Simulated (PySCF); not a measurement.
Vertical excitations of a molecule C2H6F2Si2 from TDA-PBE/def2-SVPD (PySCF 2.14.0), as energy in eV (oscillator strength): 6.01 (0.000), 6.03 (0.004), 6.25 (0.118), 6.52 (0.070), 6.58 (0.001), 6.61 (0.000), 7.02 (0.000), 7.12 (0.003), 7.13 (0.066), 7.26 (0.006). Lowest triplet (TDA): 4.08 eV. The structure is a stationary point at TPSSh-D3(BJ)/def2-SVP. One conformer was computed; it need not be the lowest.

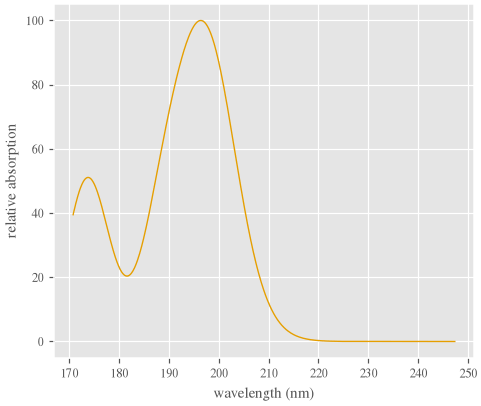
The lines broadened by 0.4 eV.

**Question.** Which molecule gave these data?
A. C=C(F)[SiH2][SiH2]F
B. F/C=C(/[SiH3])[SiH2]F
C. F[SiH2]/C(F)=C/[SiH3]
D. FC1(F)[SiH2]C[SiH2]1

**Answer.** B, F/C=C(/[SiH3])[SiH2]F
